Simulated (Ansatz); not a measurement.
Cl3In···NH2 (doublet)

```yaml
atoms:
  - { symbol: In, position_ang: [0.2598, -0.0145, 0.1160] }
  - { symbol: Cl, position_ang: [1.0729, -0.2906, 2.2929] }
  - { symbol: Cl, position_ang: [1.7095, -0.1108, -1.7125] }
  - { symbol: Cl, position_ang: [-2.0259, 0.3663, -0.1980] }
  - { symbol: N, position_ang: [0.0106, -0.0882, 5.2369] }
  - { symbol: H, position_ang: [-0.7275, -0.7018, 4.8436] }
  - { symbol: H, position_ang: [-0.2994, 0.8395, 4.8912] }
```

Core potentials replace the inner electrons of In.

Computed with UKS B3LYP-D4/def2-SVP in Ansatz 0.2.0.

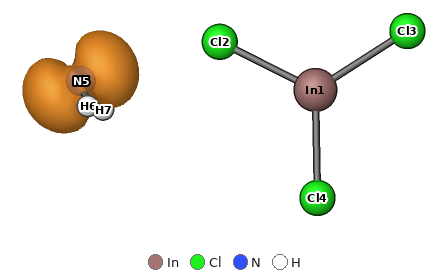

Figure 1. Isosurfaces of the spin density at +0.04 (orange) and −0.04 e/Å³ (purple), seen at a tilt.

Question: Describe the spin distribution.

Answer: The unpaired spin (1 electron) lies mostly on N5 (about 0.9), in electrons by Hirshfeld's partition.

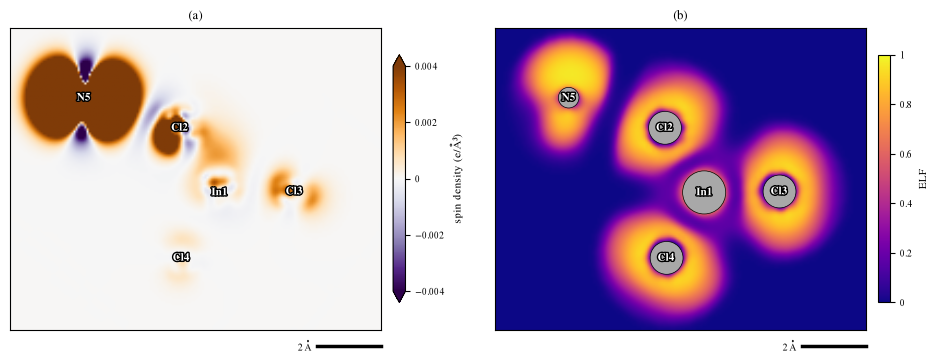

Figure 2. (a) spin density; (b) electron localisation function on the plane of atoms Cl2, In1 and Cl4. Grey discs cover the atomic cores in the ELF map.

Question: Interpret the plot.

Answer: The plane passes through In, Cl and N nuclei.
N5···Cl2 (3.14 Å): the ELF dips to about 0 between them (a weak contact between the two molecules).
In–Cl (2.34 Å): the ELF peaks at about 0.80 in the valence shell of Cl, 0.8 Å from its nucleus, and drops to about 0.15 between the two atoms.
The ELF also peaks beside Cl4, Cl3, Cl2 and N5, away from the bonds: non-bonding electrons, paired or unpaired.

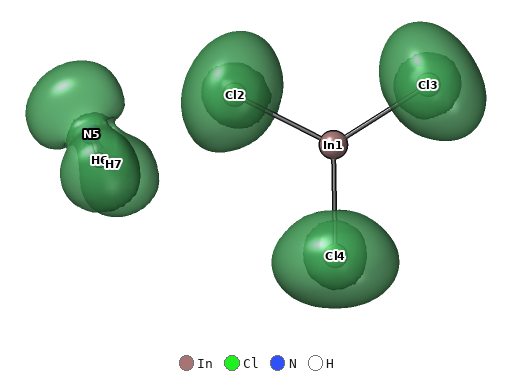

Figure 3. Isosurface of the ELF at 0.75 (green), seen at a tilt. Core shells and regions of very low density are left out.

Question: Identify the bonds, lone pairs and shells in this picture.

Answer: The surface consists of three regions wrapped around Cl (the valence shell of each) and one joined region spread over several atoms (H, N), in which their bonds and any lone pairs are merged.
